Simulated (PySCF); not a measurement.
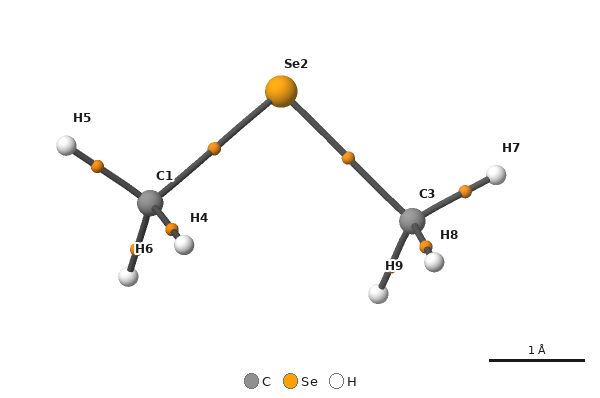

*C₂H₆Se, SMILES `C[Se]C`. Molecular graph of the electron density (QTAIM): bond paths, bond critical points (orange), ring points (yellow, if any); weak paths are dashed.*

PySCF calculation, B3LYP/def2-SVPD, gas phase; geometry: GFN2-xTB. No frequency check shows the geometry to be a minimum. GFN2-xTB bond lengths at metals and heavier atoms can be off by up to 0.1 Å and shapes distorted, which carries into these values.

> How many critical points of each kind are there, and does the count close?

9 nuclei, 8 bond, 0 ring and 0 cage critical points: 9 − 8 + 0 − 0 = 1, as the Poincaré–Hopf relation requires.

> What does the calculation give at each kind of bond critical point?

```csv
bond,length (Å),ρ (a.u.),∇²ρ (a.u.),ε,H (a.u.)
C1–H6 (4 alike),1.087,0.279,−1.04,0.01,−0.303
C3–H7 (2 alike),1.086,0.279,−1.05,0.00,−0.304
C1–Se2 (2 alike),1.953,0.147,−0.16,0.11,−0.092
```

> What kind of interaction is C1–Se2?

Shared-shell (covalent): ρ = 0.147, ∇²ρ = −0.16, H = −0.092 a.u.

Cost of the run: 9.7 s on 1 thread of Intel(R) Xeon(R) Platinum 8488C (Sapphire Rapids), with other jobs on the host, peak memory 0.51 GiB.
